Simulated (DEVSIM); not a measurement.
System: Si n-p junction from an implanted or diffused profile, at 300 K.

```csv
layer (left to right),material,thickness (μm),Na (cm⁻³),τn (s),τp (s)
1,Si,15.0,5.4e15,1.5e-7,1.5e-7
```

Added donor profile: 9e16 cm⁻³ × exp(−(x − 0.15 μm)²/(2·(0.065 μm)²)). Left contact: ohmic. Right contact: ohmic. Voltage is applied to the left contact. Recombination: SRH at mid-gap, Auger. Mobility is μmin + (μ − μmin)/(1 + (N/Nref)^α).

Constants are typed, rounded textbook-type inputs, not results; the design itself was drawn at random and stands for no fabricated device. Values at 300 K.

```
parameter           Si
-------------  -------
gap (eV)         1.124
affinity (eV)     4.05
permittivity      11.7
Nc (cm⁻³)      2.86e19
Nv (cm⁻³)       3.1e19
μn (cm²/Vs)       1417
μp (cm²/Vs)        470
μn,min              52
μp,min              45
Nref,n          9.7e16
Nref,p          2.2e17
αn                0.68
αp                0.72
Cn (cm⁶/s)     2.8e-31
Cp (cm⁶/s)     9.9e-32
```

Model (solved in DEVSIM): 1D drift-diffusion, Boltzmann statistics, complete ionisation; no tunnelling, impact ionisation, image-force lowering or self-heating.

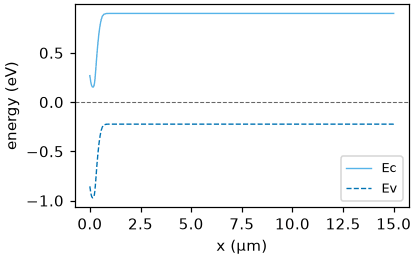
Fig. 1. Band edges at zero bias

Energies count from the Fermi level of the right contact; mesh points crowd at the junctions.

```csv
x (μm),Ec (eV),Ev (eV),n (cm⁻³),p (cm⁻³),field (V/cm)
0.000,0.269,-0.855,8.8e14,130000,-15000
0.02243,0.235,-0.889,3.2e15,36000,-14000
0.04815,0.202,-0.922,1.2e16,9900,-12000
0.07614,0.175,-0.949,3.2e16,3600,-7300
0.1220,0.155,-0.969,7.1e16,1600,-2100
0.1623,0.153,-0.971,7.7e16,1500,1100
0.2085,0.171,-0.953,3.9e16,3000,7900
0.2761,0.290,-0.834,3.8e14,300000,26000
0.3307,0.437,-0.687,1.3e12,8.9e7,26000
0.3840,0.568,-0.556,8.1e9,1.4e10,23000
0.4386,0.679,-0.445,1.1e8,1.0e12,18000
0.5568,0.835,-0.289,270000,4.3e14,8400
0.8118,0.899,-0.225,22000,5.2e15,180
1.442,0.900,-0.224,22000,5.4e15,≈ 0
3.918,0.900,-0.224,22000,5.4e15,≈ 0
8.365,0.900,-0.224,22000,5.4e15,≈ 0
12.19,0.900,-0.224,22000,5.4e15,≈ 0
13.82,0.900,-0.224,22000,5.4e15,≈ 0
14.64,0.900,-0.224,22000,5.4e15,≈ 0
14.86,0.900,-0.224,22000,5.4e15,≈ 0
14.95,0.900,-0.224,22000,5.4e15,≈ 0
15.00,0.900,-0.224,22000,5.4e15,≈ 0
```
